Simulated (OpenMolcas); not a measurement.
# AlH3O (SMILES [OH][AlH2]): the vertical ionisation energy, rung by rung

AlH3O: 5 atoms, total charge 0, spin state singlet. As SMILES, `[OH][AlH2]`. The shape comes from GFN2-xTB, which is rough for such elements, and wasn't checked as a minimum.

Each level gives the vertical ionisation energy (to the doublet cation) (eV). The values are calculated.

```tsv
level	kind	program	value (eV)	less FCI/STO-3G
HF/STO-3G	Hartree–Fock	OpenMolcas	5.44	-0.20
SVWN5/STO-3G	LDA	OpenMolcas	6.41	+0.77
PBE/STO-3G	GGA	OpenMolcas	6.44	+0.80
r2SCAN/STO-3G	meta-GGA	OpenMolcas	6.57	+0.93
B3LYP/STO-3G	global hybrid	OpenMolcas	6.75	+1.11
CCSD(T)/STO-3G, open shells restricted	coupled cluster or CI	OpenMolcas	5.66	+0.02
FCI/STO-3G, open shells restricted	exact in the basis	OpenMolcas	5.64	0.00
```

FCI/STO-3G, open shells restricted is exact within its basis and frozen core, so for wave-function methods in that basis the difference is their error; functionals converge differently with the basis, so for them it is only a difference. The values span 5.44 to 6.75 eV. All rows use very small basis sets, so even the best lies far from the true value.

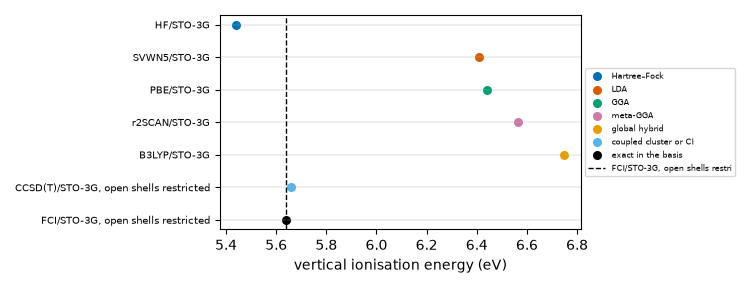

The values of the table, level by level.
